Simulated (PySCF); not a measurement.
NaSi, quartet (excess alpha electrons: σ +1, πx +1, πy +1). PW91/x2c-TZVPPall (sfX2C-1e), PySCF 2.14.0, UKS. One reference determinant with the occupation held, the lowest that a PBE0 search over spins and occupations found; no spin-orbit coupling. Zero is the separated fragments in their ground configurations, without counterpoise. 2 further points of the run are not drawn. The dipole is positive if the first atom is negative.

### What bond curve does the calculation give?

re = 2.707 Å, ωe = 248 cm⁻¹, ωexe = 1.4 cm⁻¹, De = 1.47 eV.
```tsv
r (Å)	E (eV)
2.324	−1.15
2.432	−1.33
2.540	−1.43
2.621	−1.46
2.702	−1.47
2.783	−1.47
2.891	−1.43
3.026	−1.37
3.188	−1.27
3.405	−1.12
```

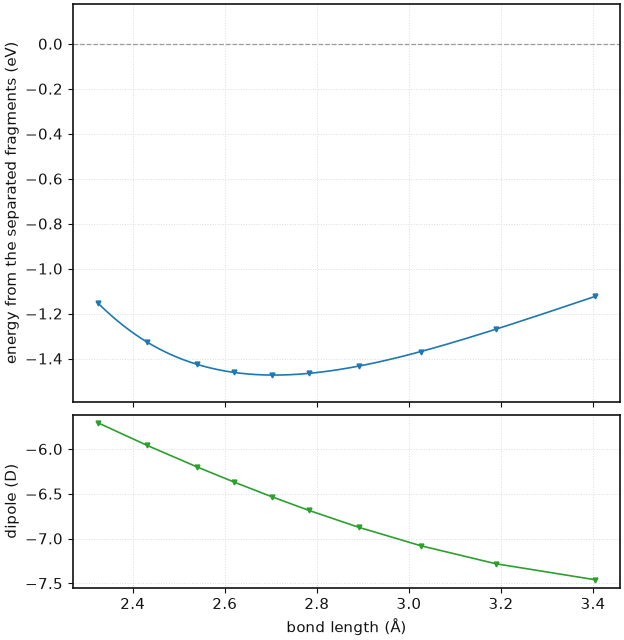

Caveats: lowest determinant of a PBE0 search, another state may lie lower.
